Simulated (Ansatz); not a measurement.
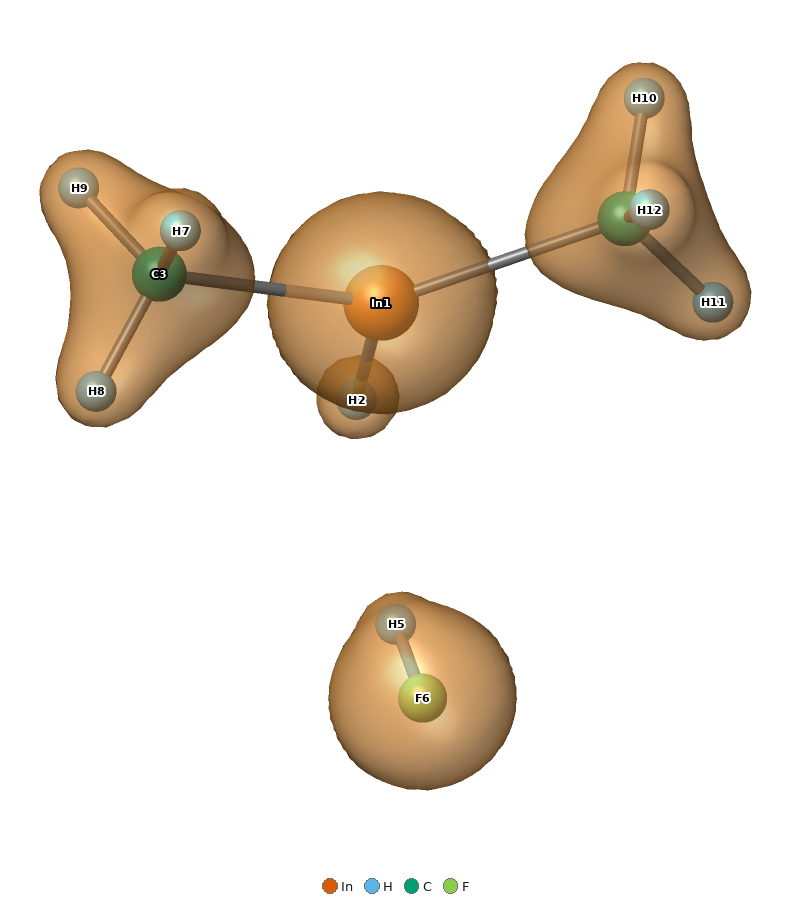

Figure 1: C2H7In···HF. Isosurface of the electron density at 0.8 e/Å³ (orange), seen at an oblique angle.

Core potentials replace the inner electrons of In; not at a stationary point (largest force 1.3 eV/Å).

Theory: Ansatz 0.2.0, UKS PBE0-D4/def2-mTZVP.

The calculation's input:

```
crystal:
  periodic: [false, false, false]
  atoms:
    - { symbol: In, position_ang: [-0.1308, 0.066, -0.0222] }
    - { symbol: H, position_ang: [1.4831, 0.5918, 1.5035] }
    - { symbol: C, position_ang: [0.2407, 1.5102, -1.6993] }
    - { symbol: C, position_ang: [-1.4342, -1.367, 1.1077] }
    - { symbol: H, position_ang: [1.7996, -0.156, 0.9533] }
    - { symbol: F, position_ang: [1.9442, -1.0476, 0.1488] }
    - { symbol: H, position_ang: [-0.2627, 1.1707, -2.6022] }
    - { symbol: H, position_ang: [1.3186, 1.5186, -1.843] }
    - { symbol: H, position_ang: [-0.1118, 2.4991, -1.4152] }
    - { symbol: H, position_ang: [-2.263, -0.8444, 1.5783] }
    - { symbol: H, position_ang: [-0.7816, -1.8051, 1.8588] }
    - { symbol: H, position_ang: [-1.8022, -2.1363, 0.4316] }
magnetization:
  spin_polarized: true
basis:
  gaussian: { orbitals: def2-mTZVP }
hamiltonian:
  xc: pbe0
  dispersion: d4
relax:
  f_tol: 0.15
  max_steps: 25
  restrain:
    - { distance: [0, 5], at: 3.29, k: 30.0 }
    - { distance: [4, 1], at: 1.92, k: 30.0 }
    - { distance: [0, 1], at: 1.73, k: 30.0 }
    - { distance: [4, 5], at: 0.88, k: 30.0 }
output:
  orbitals: {}
```

Launched as:

```sh
ansatz run input.yaml --threads 4 --pin off --max-ram 5120MiB --backend cpu --events-out ev --progress --plain --runs-dir out
```

The fields are those of the run's last geometry, not of the input's.

### What does this surface tell about the bonding?

At this value the surface falls into five separate pieces. It bridges the sampled F–H (0.91 Å) and C–H (1.09 Å) contacts, where the density stays above the isovalue. It is pinched off along the sampled In···H (2.86 Å) and C–In (2.15 Å) contacts. On the grid the lowest density along these lines, outside the cores, is 0.08 e/Å³ (In···H, 2.86 Å), 0.66 e/Å³ (C–In, 2.15 Å), 2.5 e/Å³ (F–H, 0.91 Å) and 1.8 e/Å³ (C–H, 1.09 Å).
